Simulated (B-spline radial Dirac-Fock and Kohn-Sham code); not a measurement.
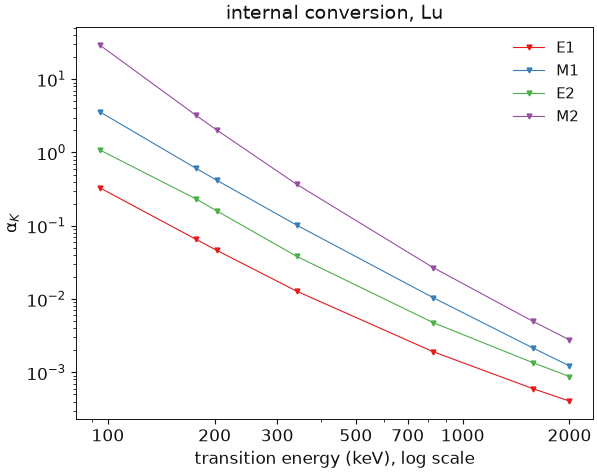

K-shell internal conversion coefficients against transition energy, at the marked points and joined by straight lines (also across edges). Species: lutetium (Z = 71). Computed with a B-spline radial code: a Dirac–Hartree–Slater potential of the neutral atom, no hole, surface-current nucleus.

### How do the multipoles rank at 177 keV?

M2 (3.23), M1 (0.610), E2 (0.233), E1 (0.0655).
